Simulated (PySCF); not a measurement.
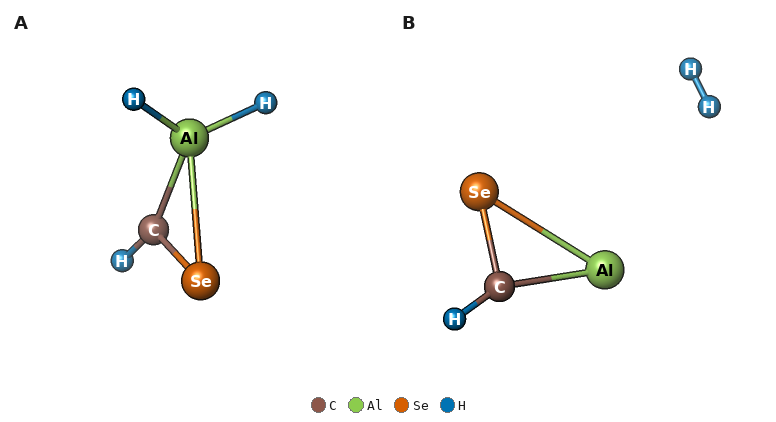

2 stationary structures of one formula. Geometries: PBE-D4/def2-SVP. Electronic energies: PBE-D4/def2-SVP (PySCF 2.14.0), without zero-point energy. No frequency run is at hand to confirm each as a minimum.

### Which is lowest in energy, and by how much?

A is lowest; B lies 1.074 eV above it (C1).
